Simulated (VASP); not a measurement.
Input:

```
NbW3
1.0
   -3.17937     3.18908     3.17937
    3.18908    -3.17937     3.17937
    1.58483     1.58483    -1.58483
W Nb
3 1
Direct
  0.00000   0.00000   0.00000
  0.00000   0.50000   0.00000
  0.50000   0.00000   0.00000
  0.50000   0.50000   0.00000
```

Method: PBEsol GGA, VASP's PBE PAW potentials (set 64) (plane waves; VASP 6.6.1). Run with 400 eV cut-off, 8×8×15 Γ-centred mesh, tetrahedra with Blöchl corrections, potentials W_sv Nb_sv.

Unless said otherwise, spin-orbit coupling is left out, though it shifts the bands of the heavy elements here.

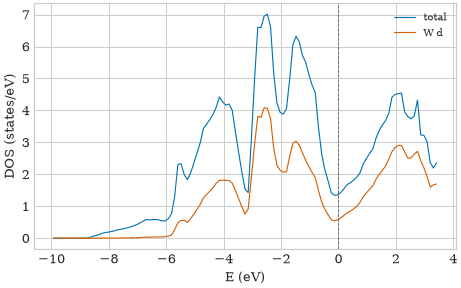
Total and projected density of states, zero at the Fermi level

Within 2 eV below the Fermi level the largest weight inside VASP's projection spheres is W d, then Nb d.

It has no gap at this level: it comes out as a metal or semimetal.

The structure was generated: NbW3 was put into an ordered model structure (R-3m), which need not be its known phase. It was relaxed first. The electron count is odd and the run is not spin-polarised, which forces a metal.
